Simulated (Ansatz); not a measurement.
System: AlH$_{3}$O···CH$_{4}$.

Input

```
crystal:
  periodic: [false, false, false]
  atoms:
    - { symbol: Al, position_ang: [0.0, 0.0, 0.0] }
    - { symbol: C, position_ang: [0.0, 0.0, 2.32] }
    - { symbol: H, position_ang: [-0.9996, -0.3092, 2.6905] }
    - { symbol: H, position_ang: [0.7676, -0.7111, 2.6905] }
    - { symbol: H, position_ang: [0.232, 1.0203, 2.6905] }
    - { symbol: H, position_ang: [1.351, 0.0, -0.78] }
    - { symbol: O, position_ang: [-1.5415, 0.0, -0.89] }
    - { symbol: H, position_ang: [-2.0512, -0.8467, -0.6815] }
    - { symbol: H, position_ang: [-0.2382, -1.749, 0.5865] }
    - { symbol: H, position_ang: [-0.19, -1.3947, 1.5677] }
basis:
  gaussian: { orbitals: "6-31G*" }
hamiltonian:
  xc: pbe
  dispersion: d4
relax:
  f_tol: 0.15
  max_steps: 25
  restrain:
    - { distance: [0, 8], at: 1.56, k: 30.0 }
    - { distance: [9, 1], at: 1.11, k: 30.0 }
    - { distance: [0, 1], at: 3.17, k: 30.0 }
    - { distance: [9, 8], at: 1.86, k: 30.0 }
output:
  orbitals: {}
```

Command:

```sh
ansatz run input.yaml --threads 1 --pin off --max-ram 2048MiB --backend cpu --events-out ev --progress --plain --runs-dir out
```

The fields are those of the run's last geometry, not of the input's.

Not at a stationary point (largest force 0.6 eV/Å).

Theory: RKS PBE-D4/6-31G* in Ansatz.

Q: Predict the electron density and electron localisation function between the atoms.

A: Al–O (1.73 Å): ρ at the midpoint is about 0.79 e/Å³; the ELF peaks at about 0.85 in the valence shell of O, 0.6 Å from its nucleus, and is about 0.35 at the midpoint.
O–H (0.97 Å): ρ at the midpoint is about 3.5 e/Å³; the ELF climbs to about 1 towards the hydrogen, as it does in any bond to H: a covalent bond by its length.
Al–H (1.57 Å): ρ at the midpoint is about 0.55 e/Å³; the ELF climbs to about 1 towards the hydrogen.

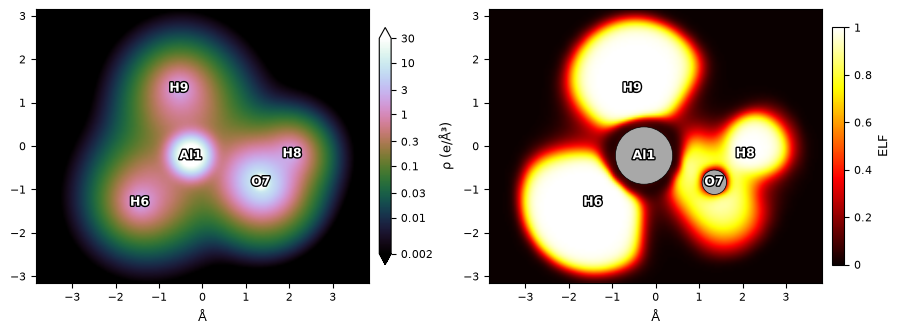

Computed electron density and electron localisation function on the plane of atoms H6, Al1 and O7, in this order. Grey discs cover the atomic cores in the ELF map. 
